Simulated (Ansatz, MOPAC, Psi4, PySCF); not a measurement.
H2O (SMILES O) and C2H6O (SMILES CCO) are pulled apart as rigid monomers along the line of their centres of mass, from the B3LYP-D3(BJ)/def2-TZVP minimum. Starting geometry (charge 0, multiplicity 1):
| atom | x (Å) | y (Å) | z (Å) |
|---|---|---|---|
| O | -0.2192 | 0.3078 | 0.1725 |
| H | 0.3039 | 0.1022 | 0.9666 |
| H | 0.1251 | -0.2641 | -0.5197 |
| C | -1.2979 | 0.4342 | 3.5174 |
| C | -0.2637 | -0.6723 | 3.4359 |
| O | 0.9139 | -0.2751 | 2.7162 |
| H | -2.1890 | 0.0820 | 4.0419 |
| H | -1.5875 | 0.7610 | 2.5183 |
| H | -0.9085 | 1.2950 | 4.0683 |
| H | 0.0183 | -1.0228 | 4.4344 |
| H | -0.6560 | -1.5250 | 2.8821 |
| H | 1.2933 | 0.4987 | 3.1481 |

Interaction energies with rigid monomers; basis-set methods are counterpoise corrected unless marked otherwise.

Cores are frozen in the correlated methods. Rows in 6-31G* carry no dispersion term and start afresh at each structure (6-31G* with six Cartesian d functions). The state that PM3 reach isn't checked.

Run with Ansatz (Gaussian basis) for Hartree–Fock, density functionals and correlated methods; MOPAC for PM3 (differences of heats of formation); Psi4 for SAPT; PySCF for 6-31G* rows. Values without a source in brackets are computed.

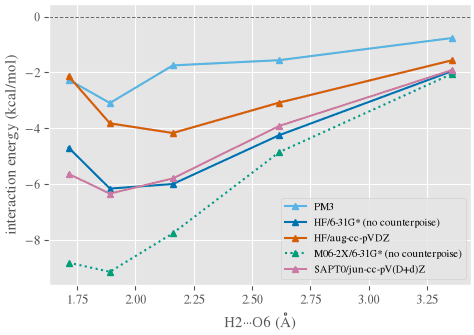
Figure. Interaction energy against separation

Question: Which level binds most strongly at H2···O6 = 1.89, and by how much?

Answer: M06-2X/6-31G* (no counterpoise), -9.1 kcal/mol.

Ansatz is a quantum-chemistry and plane-wave program.
